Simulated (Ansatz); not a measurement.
## Electronic structure of H2Zn (SMILES [ZnH2]) in real space

```json
{"atom": "Zn", "x (Å)": "-0.0037", "y (Å)": "-0.0216", "z (Å)": "-0.0044"}
{"atom": "H", "x (Å)": "0.5906", "y (Å)": "1.3242", "z (Å)": "0.4655"}
{"atom": "H", "x (Å)": "-0.5979", "y (Å)": "-1.3674", "z (Å)": "-0.4744"}
```

Geometry: PBE0-D4/def2-TZVP.

Method: RKS PBE0-D4/def2-TZVPP (Ansatz).

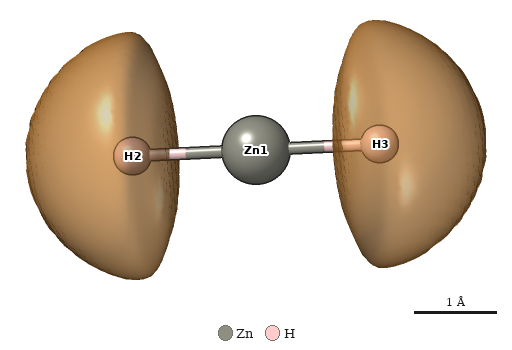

Figure 1. Isosurface of the ELF at 0.8 (orange), seen from one side. Core shells and regions of very low density are left out.

Q: Describe the localisation domains.

A: The surface consists of two regions around hydrogen nuclei.


Zn–H (1.54 Å): the ELF climbs to about 1 towards the hydrogen.

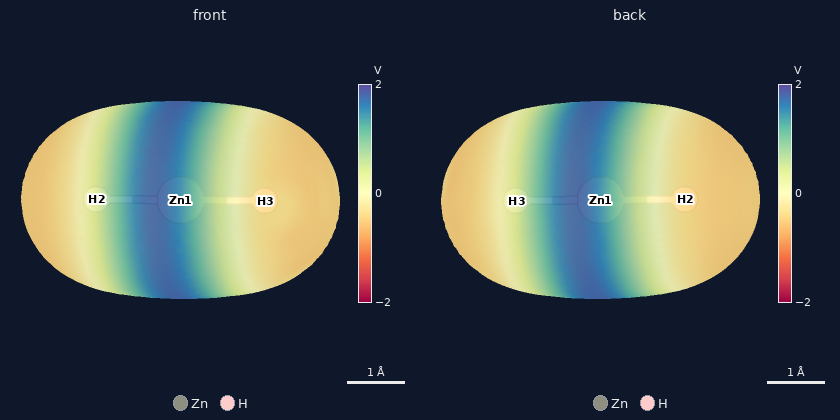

Figure 2. The electrostatic potential painted on the density surface at 0.002 e/bohr³, seen from the front and from behind; red is negative and blue positive.

Q: Describe the electrostatic potential map.

A: The most negative region (about −0.5 V) lies over H2 and H3, the most positive (about +1.8 V) over Zn1.

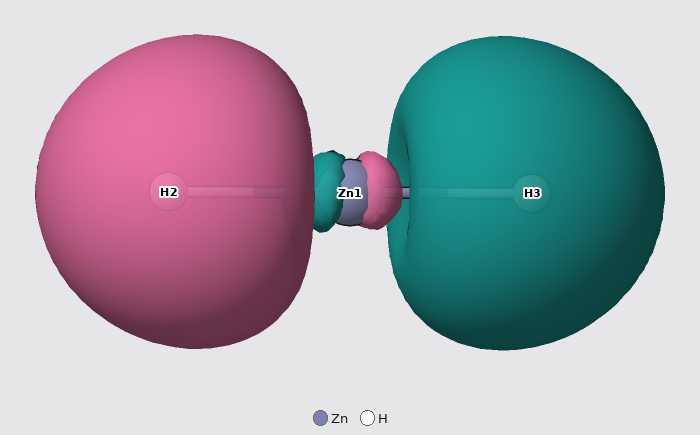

Figure 3. The HOMO at ±0.1 Å⁻³ᐟ² (teal and pink are the two phases), seen from one side.

Q: Where does this orbital lie, and at what energy?

A: Its weight (Hirshfeld) is mainly on Zn1 (about 35 %), H2 (about 30 %) and H3 (about 30 %); it is of σ type; it is ungerade (odd under inversion). Its energy is −8.01 eV.

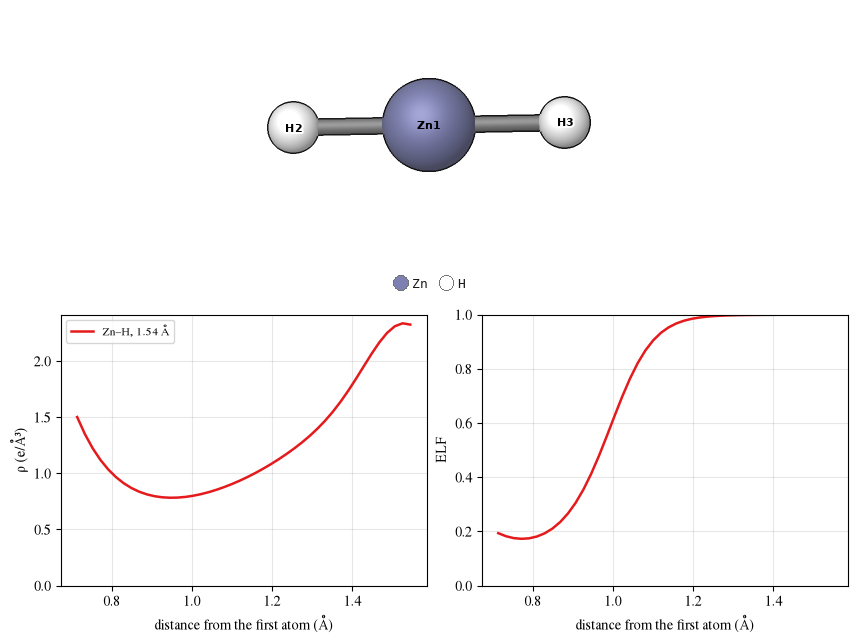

Figure 4. Total electron density and electron localisation function along straight lines between neighbouring atoms. The curves leave out the atomic cores. The structure is drawn too.

Q: What can be read from the curves?

A: Zn–H (1.54 Å): the density is about 1.1 e/Å³ at the midpoint; the ELF climbs to about 1 towards the hydrogen.
